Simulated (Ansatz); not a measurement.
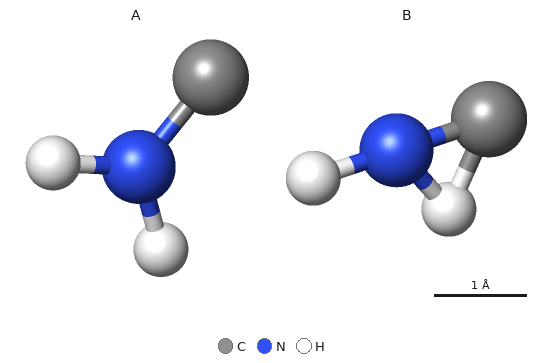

Two geometries of CH2N (charge +1), drawn at one scale. One is the start of a relaxation, the other its converged end. A ball-and-stick model, seen from a free direction.

Computed with Ansatz, RKS PBE-D4/def2-SVP. (force threshold 0.03 eV/Å; at most 250 steps)

**Which of the two is the end point?**

Structure A is the relaxed one. It is one of the separated reactants of a reaction. The energy falls by 208.9 kJ/mol in 8 geometry steps. The largest force component goes from 11 to 0.012 eV/Å. The largest move after the best rigid fit is that of the C atom, 0.51 Å. By element the largest moves are C 0.51 Å, H 0.49 Å, N 0.27 Å. Some distances before and after: C–H 1.093 → 2.018 Å, C–N 1.129 → 1.255 Å, H–N 1.020 → 1.054 Å. Bonds break: C–H (1.09 → 2.02 Å). Among the angles between lasting bonds that change: C–N–H 60.9° → 121.6°, C–N–H 179.9° → 121.6°, H–N–H 119.1° → 116.8°. The run took 3.2 s on 2 threads of Arm Neoverse V1, with other jobs on the host.
